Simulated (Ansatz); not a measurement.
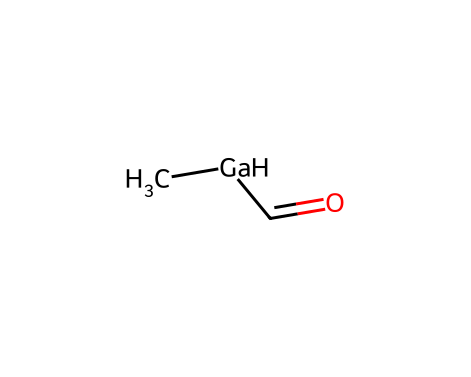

Structural formula above. The geometry was computed by an optimisation with PBE0-D4/def2-TZVP.

What does the molecule look like in three dimensions?

It has 9 atoms: 2 carbon, 5 hydrogen, 1 gallium and 1 oxygen (C₂H₅GaO). As SMILES it reads `[CH3][GaH][CH]=O`. This geometry has C1 symmetry. Coordination: 1 C tetrahedral; 1 Ga trigonal planar; 1 C trigonal planar.

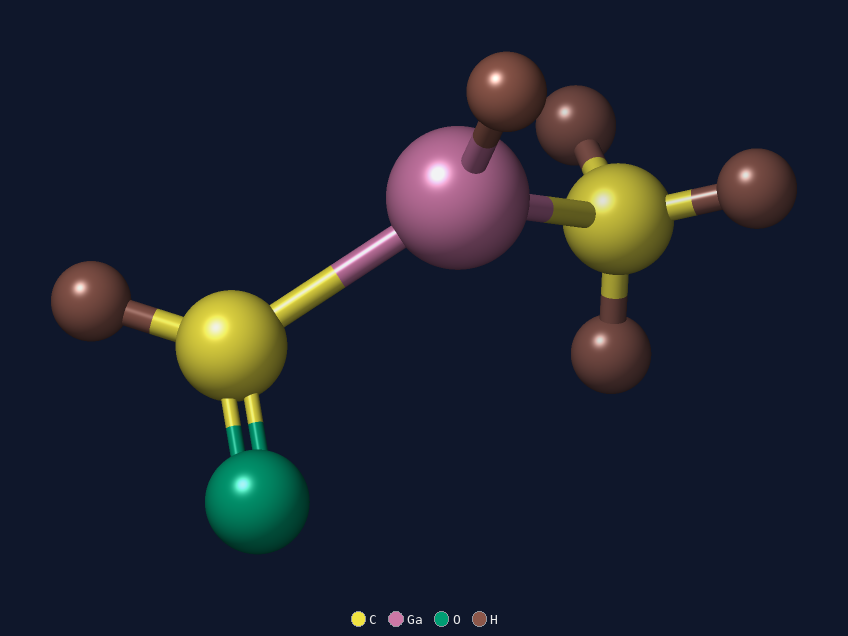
